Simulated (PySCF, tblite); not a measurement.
# C₆H₅F₂O+: geometry, infrared bands and NMR shifts

Wanted: the infrared bands and NMR shifts of C₆H₅F₂O+ (`Cc1cc(F)[o+]cc1F`), by calculation.

The runs use tblite 0.8.0 and PySCF 2.14.0, with density-fitted response routines of our own; the level of theory stands in each step. All values are computed, except where a source is named. Atoms are numbered from 0 throughout.

**1. Starting geometry**

14 atoms, charge 1, multiplicity 1; geometry from: force field or distance geometry start.

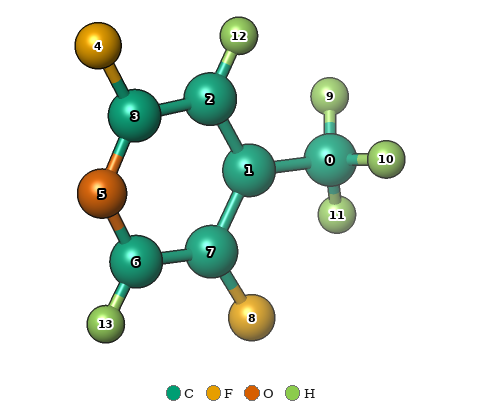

As it starts; carbon teal, fluorine amber, oxygen orange, hydrogen green, atoms numbered.

**2. Optimising the geometry with GFN2-xTB**

The job: settings as JSON, then the geometry in Å.

```
{"job": {"kind": "relax", "xc": "GFN2-xTB", "basis": "xTB"}, "charge": 1, "multiplicity": 1}
C     -1.953800    -0.262200    -0.133700
C     -0.483100    -0.070500    -0.050200
C      0.395900    -1.168000    -0.153300
C      1.746200    -0.881700    -0.065500
F      2.580400    -1.961400    -0.164300
O      2.182800     0.334800     0.133900
C      1.405200     1.382000     0.246100
C      0.044900     1.199700     0.167100
F     -0.843100     2.211600     0.269300
H     -2.151200    -1.078100    -0.824500
H     -2.332400    -0.606500     0.860100
H     -2.431400     0.700500    -0.407700
H      0.007100    -2.161600    -0.305000
H      1.831800     2.361100     0.405500
```

Run with:

```console
$ OMP_NUM_THREADS=1 python probes_run.py task.json out
```

The driver reads the jobs from task.json and runs them one after another.

Output:

```text
step      E/eV     max force
  0    -773.76479    2.613
  1    -773.95883    1.223
  2    -774.01546    0.941
  3    -774.07165    0.608
  4    -774.09877    0.385
  5    -774.11836    0.326
  6    -774.12851    0.276
  7    -774.13607    0.226
  8    -774.13968    0.152
  9    -774.14123    0.107
 10    -774.14203    0.073
 11    -774.14262    0.058
 12    -774.14297    0.037
 13    -774.14312    0.028
 14    -774.14321    0.024
 15    -774.14329    0.025
 16    -774.14334    0.016
 17    -774.14337    0.012
 18    -774.14339    0.012
 19    -774.14341    0.012
 20    -774.14343    0.014
 21    -774.14346    0.012
 22    -774.14348    0.014
 23    -774.14351    0.016
 24    -774.14354    0.019
 25    -774.14358    0.022
 26    -774.14366    0.024
 27    -774.14377    0.026
 28    -774.14390    0.027
 29    -774.14402    0.028
 30    -774.14409    0.021
 31    -774.14416    0.019
 32    -774.14422    0.018
 33    -774.14429    0.021
 34    -774.14435    0.024
 35    -774.14441    0.021
 36    -774.14449    0.026
 37    -774.14462    0.032
 38    -774.14484    0.037
 39    -774.14509    0.044
 40    -774.14530    0.056
 41    -774.14559    0.059
 42    -774.14588    0.068
 43    -774.14546    0.146
 44    -774.14632    0.043
 45    -774.14646    0.034
 46    -774.14694    0.038
 47    -774.14714    0.040
 48    -774.14749    0.058
 49    -774.14785    0.042
 50    -774.14823    0.058
 51    -774.14873    0.060
 52    -774.14869    0.101
 53    -774.14925    0.042
 54    -774.14948    0.036
 55    -774.14976    0.107
 56    -774.15008    0.035
 57    -774.15027    0.035
 58    -774.15048    0.117
 59    -774.15084    0.028
 60    -774.15099    0.026
 61    -774.15120    0.055
 62    -774.15132    0.024
 63    -774.15137    0.023
 64    -774.15153    0.020
 65    -774.15163    0.020
 66    -774.15171    0.016
 67    -774.15174    0.014
 68    -774.15176    0.013
 69    -774.15179    0.013
 70    -774.15181    0.011
 71    -774.15183    0.009
```

It took 0.31 s on 1 thread of Arm Neoverse V2, shared host.

Relaxation path: (not every step is listed)

```csv
step,energy from step 0 (eV),largest force (eV/Å)
0,0.0000,2.6130
1,-0.1940,1.2231
2,-0.2507,0.9411
3,-0.3069,0.6083
4,-0.3340,0.3847
5,-0.3536,0.3257
6,-0.3637,0.2764
7,-0.3713,0.2263
8,-0.3749,0.1519
13,-0.3783,0.0281
18,-0.3786,0.0119
23,-0.3787,0.0164
28,-0.3791,0.0268
33,-0.3795,0.0214
38,-0.3801,0.0374
43,-0.3807,0.1458
48,-0.3827,0.0584
53,-0.3845,0.0418
58,-0.3857,0.1169
63,-0.3866,0.0234
66,-0.3869,0.0163
67,-0.3870,0.0140
68,-0.3870,0.0134
69,-0.3870,0.0128
70,-0.3870,0.0106
71,-0.3870,0.0095
```

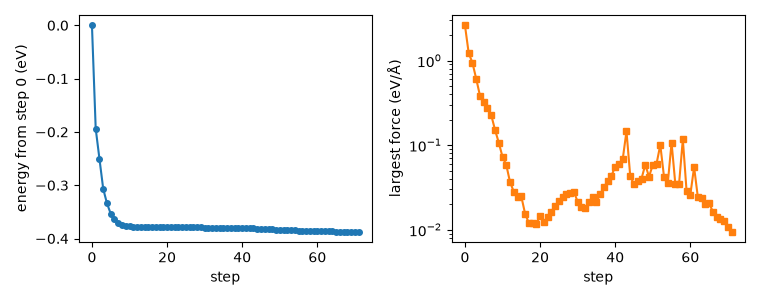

Energy and force, step by step.

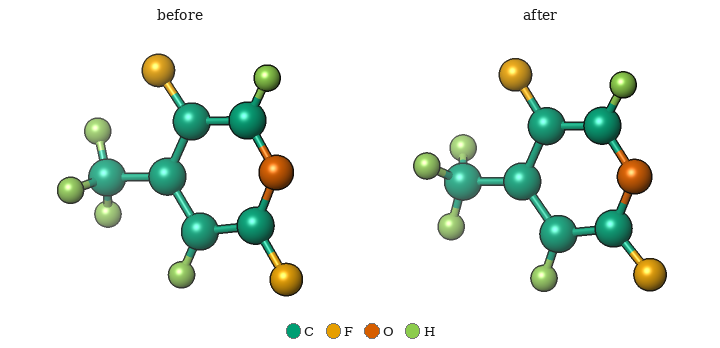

Before and after, at one scale.

Distances of close pairs at the start and the end, largest changes first:

```csv
bond,before (Å),after (Å),change (Å)
C3–F4,1.368,1.299,-0.069
C7–F8,1.350,1.316,-0.034
C1–C7,1.393,1.423,+0.031
C0–H10,1.118,1.094,-0.024
C0–C1,1.485,1.465,-0.021
C0–H11,1.109,1.093,-0.016
O5–C6,1.309,1.320,+0.011
C1–C2,1.410,1.399,-0.011
```

The end geometry stands in the next job.

**3. Infrared spectrum with GFN2-xTB**

The job: settings as JSON, then the geometry in Å.

```
{"job": {"kind": "ir", "xc": "GFN2-xTB", "basis": "xTB"}, "charge": 1, "multiplicity": 1}
C     -1.979388    -0.290654    -0.128525
C     -0.527872    -0.114918    -0.042702
C      0.391721    -1.152730    -0.228528
C      1.737709    -0.874568    -0.126858
F      2.660387    -1.774461    -0.285396
O      2.216150     0.316600     0.136991
C      1.393460     1.332549     0.320712
C      0.033527     1.161731     0.241308
F     -0.767189     2.188789     0.429456
H     -2.256920    -1.306539    -0.391480
H     -2.444780    -0.018688     0.823396
H     -2.400863     0.411068    -0.853478
H      0.069167    -2.160291    -0.448900
H      1.874214     2.281640     0.531839
```

Output:

```text
mode    cm-1     km/mol
  1      73.3      6.62
  2     131.9      8.38
  3     182.9      1.95
  4     252.2      3.52
  5     331.0     13.99
  6     376.7      0.03
  7     408.9      7.23
  8     413.4      0.75
  9     483.4      0.79
 10     547.1      0.54
 11     585.0     17.28
 12     680.5      4.71
 13     733.5     17.26
 14     788.9      7.01
 15     841.6     42.99
 16     874.7     10.54
 17     959.4     58.42
 18     975.3     37.69
 19     998.2     31.61
 20    1144.6     54.18
 21    1168.9      5.29
 22    1196.0     40.48
 23    1241.7     71.11
 24    1299.5     57.13
 25    1339.4    262.30
 26    1380.6     26.64
 27    1396.9      1.44
 28    1431.2     77.59
 29    1466.3    140.74
 30    1489.1    315.21
 31    1564.2    402.24
 32    2961.8     17.72
 33    2995.4     46.20
 34    3053.0     95.07
 35    3079.2      2.19
 36    3094.9     30.59
```

It took 0.32 s on 1 thread of Arm Neoverse V2, shared host.

The strongest bands and the atoms that carry them (share of the mass-weighted mode):

```csv
cm⁻¹,km/mol,atoms
959,58.4,"O5 30 %, C2 24 %, H13 14 %"
1242,71.1,"C6 30 %, O5 26 %, C7 24 %, F8 11 %"
1339,262.3,"H11 41 %, H10 40 %, C0 11 %"
1431,77.6,"C7 22 %, C1 21 %, C3 11 %, H11 10 %"
1466,140.7,"C1 31 %, C2 19 %, C7 12 %"
1489,315.2,"C7 24 %, C3 23 %, C1 19 %, C6 10 %"
1564,402.2,"C3 26 %, C2 23 %, C6 19 %, C7 19 %"
3053,95.1,H13 92 %
```

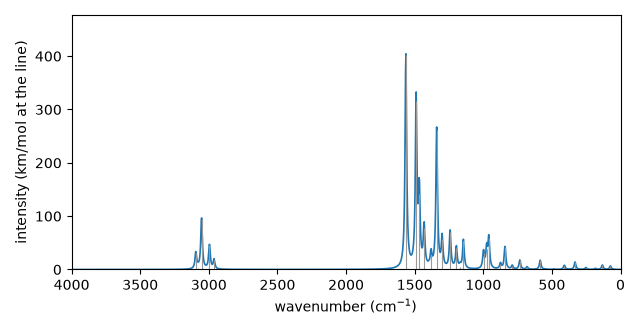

The infrared spectrum from these modes, unscaled. Lines are broadened to a width of 14 cm⁻¹ (Lorentzian).

**4. Shielding tensors: PBE0/pcSseg-1**

Settings changed since step 3:

```diff
@@ -1,2 +1,2 @@
-{"job": {"kind": "ir", "xc": "GFN2-xTB", "basis": "xTB"}, "charge": 1, "multiplicity": 1}
+{"job": {"kind": "nmr", "xc": "PBE0", "basis": "pcSseg-1"}, "charge": 1, "multiplicity": 1}
 C     -1.979388    -0.290654    -0.128525
```

Method: GIAO PBE0/pcSseg-1 NMR shielding, non-relativistic, gas phase.

Output:

```text
coarse grid: 12880 points
cycle   1  E = -505.4706620424  dE =  2.176e+00  |g| = 7.751e-01  |ddm| = 3.607e+00
cycle   2  E = -505.3446004162  dE =  1.261e-01  |g| = 1.173e+00  |ddm| = 1.460e+00
cycle   3  E = -505.5857942560  dE = -2.412e-01  |g| = 1.005e-01  |ddm| = 8.846e-01
cycle   4  E = -505.5867952793  dE = -1.001e-03  |g| = 5.846e-02  |ddm| = 1.183e-01
cycle   5  E = -505.5874084429  dE = -6.132e-04  |g| = 1.745e-02  |ddm| = 5.520e-02
cycle   6  E = -505.5874639619  dE = -5.552e-05  |g| = 6.137e-03  |ddm| = 1.675e-02
cycle   7  E = -505.5874727140  dE = -8.752e-06  |g| = 1.422e-03  |ddm| = 6.302e-03
final grid: 128528 points
cycle   8  E = -505.6606827760  dE = -2.813e-05  |g| = 1.140e-02  |ddm| = 3.316e-02
cycle   9  E = -505.6606340973  dE =  4.868e-05  |g| = 1.927e-02  |ddm| = 2.146e-02
cycle  10  E = -505.6607081238  dE = -7.403e-05  |g| = 2.162e-03  |ddm| = 1.461e-02
cycle  11  E = -505.6607092561  dE = -1.132e-06  |g| = 5.072e-04  |ddm| = 1.962e-03
cycle  12  E = -505.6607093019  dE = -4.588e-08  |g| = 1.116e-04  |ddm| = 4.900e-04
cycle  13  E = -505.6607093044  dE = -2.447e-09  |g| = 2.681e-05  |ddm| = 1.023e-04
cycle  14  E = -505.6607093045  dE = -1.565e-10  |g| = 8.590e-06  |ddm| = 2.858e-05
converged SCF energy = -505.6607093045

GIAO shielding tensors (ppm)
atom      isotropic    diamagn.    paramagn.     s11        s22        s33       span
  0 C      163.300     243.799     -80.498    143.836    167.707    178.358     34.522
  1 C       -0.011     266.532    -266.543    -95.114    -70.679    165.758    260.872
  2 C       67.608     256.648    -189.040    -11.723     57.739    156.807    168.531
  3 C       12.173     252.770    -240.597    -63.834     26.566     73.787    137.621
  4 F      201.496     468.431    -266.935     82.115    225.386    296.988    214.872
  5 O       19.600     393.503    -373.903   -179.820    -43.530    282.151    461.972
  6 C       32.324     254.134    -221.810    -52.340     31.203    118.108    170.448
  7 C       18.198     252.600    -234.402    -66.205     24.139     96.661    162.866
  8 F      295.314     472.603    -177.289    206.993    257.054    421.895    214.903
  9 H       28.461      27.976       0.485     23.310     27.628     34.445     11.135
 10 H       28.116      26.441       1.676     23.621     26.391     34.337     10.716
 11 H       28.075      26.571       1.504     23.418     26.672     34.137     10.719
 12 H       23.638      30.708      -7.069     19.580     23.801     27.535      7.955
 13 H       22.627      26.879      -4.252     18.390     23.986     25.506      7.116
```

Wall time 22 s (1 thread of Arm Neoverse V2, shared host); peak memory 0.87 GiB.

Shifts follow as δ = σ(reference) − σ, with reference shieldings (ppm) from runs at the same level and on the same kind of geometry: ¹H TMS 31.72, ¹³C TMS 186.9, ¹⁹F CFCl3 170.9, ¹⁷O H2O 336.1. The references are single molecules in the gas phase, so shifts against H2O, NH3, PH3, H3PO4 or CFCl3 are not on the usual liquid scales and can be off by tens of ppm. Atoms listed in one row are averaged.

```csv
atoms,environment,σ (ppm),δ (ppm)
C1,substituted aromatic carbon,0.0,186.9
C3,aromatic carbon bearing fluorine,12.2,174.8
C7,aromatic carbon bearing fluorine,18.2,168.7
C6,aromatic CH next to the ring oxygen,32.3,154.6
C2,aromatic CH,67.6,119.3
C0,methyl carbon on an aromatic ring,163.3,23.6
H13,hydrogen on an aromatic CH next to the ring oxygen,22.63,9.09
H12,hydrogen on an aromatic CH,23.64,8.08
"H9, H10, H11",hydrogen on a methyl carbon on an aromatic ring,28.22,3.50
F4,aryl fluorine,201.5,-30.6
F8,aryl fluorine,295.3,-124.4
O5,aromatic ring oxygen,19.6,316.5
```

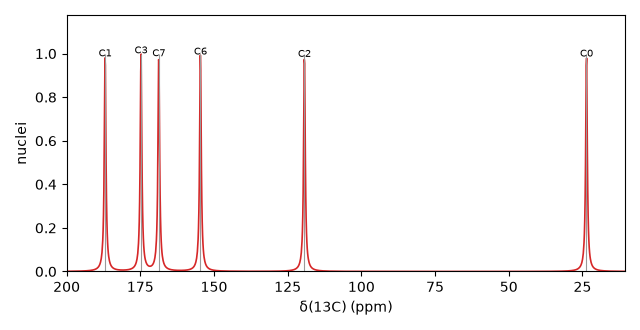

¹³C lines at the computed shifts, without couplings. Lines are broadened to a width of 0.65 ppm (Lorentzian).

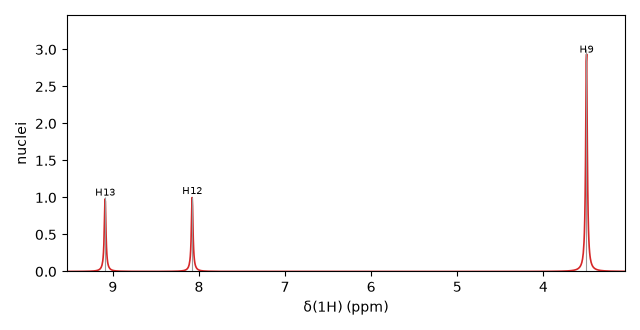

¹H lines at the computed shifts, without couplings. Lines are broadened to a width of 0.02 ppm (Lorentzian).

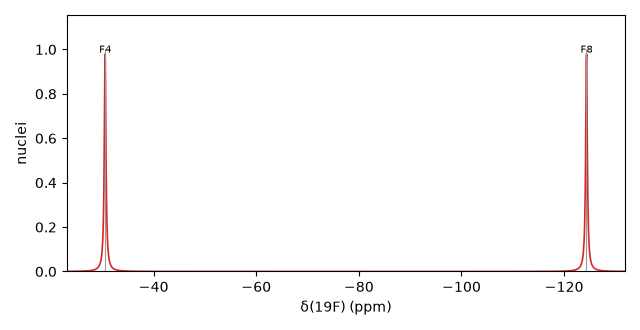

¹⁹F lines at the computed shifts, without couplings. Lines are broadened to a width of 0.38 ppm (Lorentzian).

Charges from the same density, by scheme (e):

```csv
atoms,Mulliken,IAO,Hirshfeld,ESP fit
C0,-0.11,-0.44,-0.09,-0.60
C1,-0.31,0.12,0.09,0.51
C2,-0.12,-0.20,-0.02,-0.60
C3,0.69,0.57,0.26,0.72
F4,-0.15,-0.16,0.02,-0.11
O5,-0.30,-0.13,0.03,-0.19
C6,0.27,0.08,0.11,0.13
C7,0.29,0.29,0.12,0.00
F8,-0.20,-0.20,-0.01,-0.07
```

IAO charges:

C0 -0.44; C1 0.12; C2 -0.20; C3 0.57; F4 -0.16; O5 -0.13; C6 0.08; C7 0.29; F8 -0.20; H9 0.19; H10 0.21; H11 0.21; H12 0.23; H13 0.24

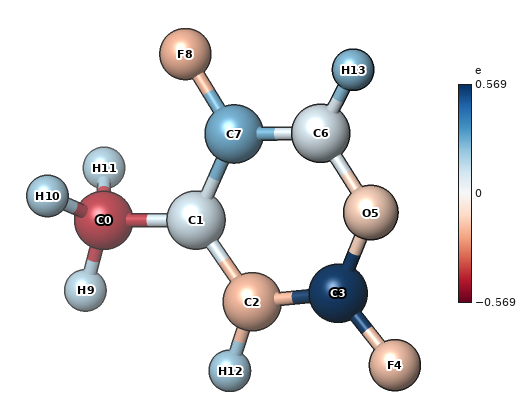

IAO charges, as colours on the atoms.

Mayer bond orders: C0–C1 1.11, C1–C2 1.34, C2–C3 1.45, C3–F4 1.08, C3–O5 1.14, O5–C6 1.07, C6–C7 1.54, C7–F8 1.01, C7–C1 1.19.

Ring of atoms C1, C2, C3, O5, C6, C7: NICS(0) -7.7, NICS(1) -8.9, NICS(1)zz -19.5 ppm (means of both faces).

**5. Results**

```
                                                              quantity                                        value
                             strongest single infrared mode (GFN2-xTB)                        1564 cm⁻¹, 402 km/mol
                                          zero-point energy (GFN2-xTB)                                60.0 kcal/mol
                                ¹³C shifts against TMS (PBE0/pcSseg-1)  186.9, 174.8, 168.7, 154.6, 119.3, 23.6 ppm
¹H shifts against TMS (PBE0/pcSseg-1, means over atoms taken as alike)                         9.09, 8.08, 3.50 ppm
                              ¹⁹F shifts against CFCl3 (PBE0/pcSseg-1)                            -30.6, -124.4 ppm
                                ¹⁷O shifts against H2O (PBE0/pcSseg-1)                                    316.5 ppm
```

What this shows: Over 71 steps the energy fell by 0.387 eV; of the close pairs, C3–F4 changed most, 1.368 to 1.299 Å. All 36 modes are real, so the xTB geometry is a minimum. The strongest single mode, at 1564 cm⁻¹, is spread over several atoms, C3, C2, C6, C7 among them. Unscaled tight-binding wavenumbers are off by several per cent, some by more. Its intensities can rank the bands wrongly. At PBE0/pcSseg-1: The largest span, 462 ppm, is at O5, where the paramagnetic term is -374 ppm. NICS(1)zz of -19 ppm above the planar ring from C1 marks a diatropic (aromatic) ring current.
